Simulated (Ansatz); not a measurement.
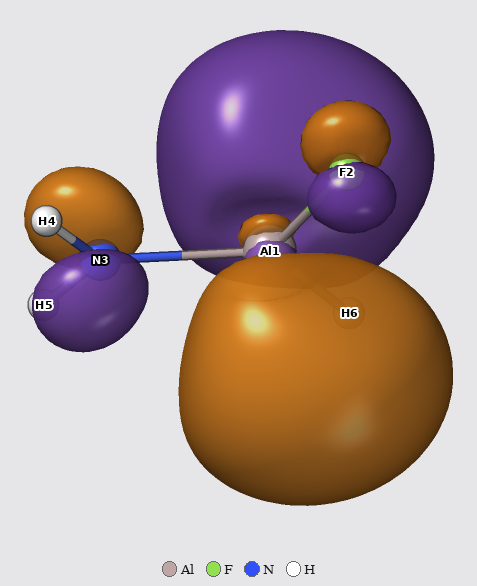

*AlFH$_{3}$N. One frontier orbital at ±0.1 Å⁻³ᐟ² (orange and purple are the two phases), seen at an oblique angle.*

These are results of Ansatz 0.2.0, RKS PBE0/def2-SVPD, not measurements.

Input

```
crystal:
  periodic: [false, false, false]
  atoms:
    - { symbol: Al, position_ang: [0.0, 0.0, 0.0] }
    - { symbol: F, position_ang: [0.0, 0.0, 1.69] }
    - { symbol: "N", position_ang: [1.6627, 0.0, -0.96] }
    - { symbol: H, position_ang: [2.1293, -0.9179, -1.2118] }
    - { symbol: H, position_ang: [2.1141, 0.9179, -1.2382] }
    - { symbol: H, position_ang: [-1.351, 0.0, -0.78] }
basis:
  gaussian: { orbitals: def2-SVPD }
hamiltonian:
  xc: pbe0
relax:
  f_tol: 0.02
  max_steps: 40
output:
  orbitals: {}
```

Launched as:

```sh
ansatz run input.yaml --threads 1 --pin off --max-ram 2048MiB --backend cpu --events-out ev --progress --plain --runs-dir out
```

The fields are those of the run's last geometry, not of the input's.

**Which orbital is it: HOMO or LUMO?**

The LUMO, at −0.29 eV. Its weight (Hirshfeld) is mainly on Al1 (about 75 %), H6 (about 10 %) and N3 (about 10 %); it changes sign across the molecular plane (π type).
